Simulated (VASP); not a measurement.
Input:

```xyz
3
Lattice="0.0000 2.2947 2.2947 2.2947 0.0000 2.2947 2.2947 2.2947 0.0000" Properties=species:S:1:pos:R:3 pbc="T T T"
Li     1.1474     1.1474     1.1474
Li     3.4421     3.4421     3.4421
O      4.5895     4.5895     4.5895
```

All values below come from revTPSS meta-GGA, VASP's PBE PAW potentials (set 64) (plane waves; VASP). Run with 520 eV cut-off, 9×9×9 Γ-centred mesh, tetrahedra with Blöchl corrections, potentials Li_sv O.

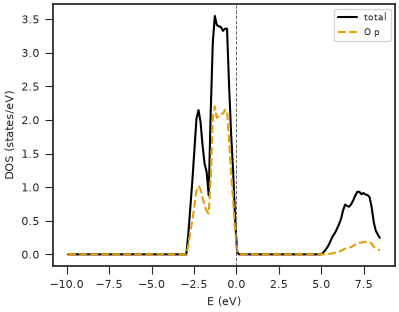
Fig. 1. Total and projected density of states, zero at the valence-band maximum

Within 2 eV below the valence-band maximum the largest weight inside VASP's projection spheres is O p.

The gap is indirect, 4.95 eV, from the valence maximum at Γ to the conduction minimum at X.

The compound is Li2O in the antifluorite structure. It was relaxed first.
